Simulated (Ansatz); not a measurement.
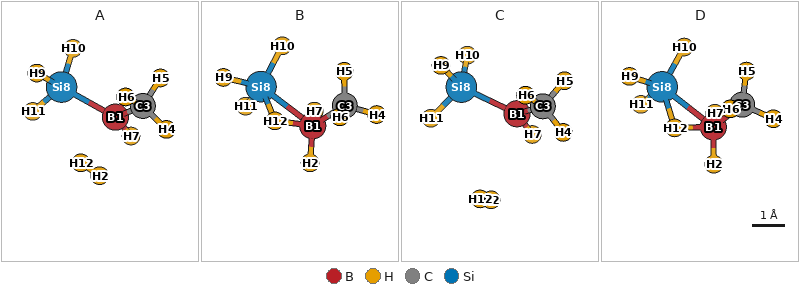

4 geometries from a converged minimum-energy path of CH9BSi, shuffled. Style: ball-and-stick. Shown at a tilt.

Theory: Ansatz, RKS PBE/6-31G*. Settings: 5 movable images; climbing image; force threshold 0.05 eV/Å; iteration limit 60; starting path through a guess of the saddle point.

Which of them lies highest in energy?

A. In order along the path, whose images run from 0 to 6: B (image 0, 0.00 eV), D (image 1, +0.03 eV), A (image 4, +0.64 eV), C (image 6, +0.61 eV). Breaking: B1–H12 (1.32 → 1.97 at the top → 3.17 Å), B1–H2 (1.21 → 2.01 at the top → 2.92 Å), Si8–H12 (1.66 → 2.77 at the top → 3.93 Å). Forming: H2–H12 (1.87 → 0.76 at the top → 0.75 Å).

Cost: 3 min on 1 thread of Arm Neoverse V2 (shared host), peak memory 0.11 GiB.
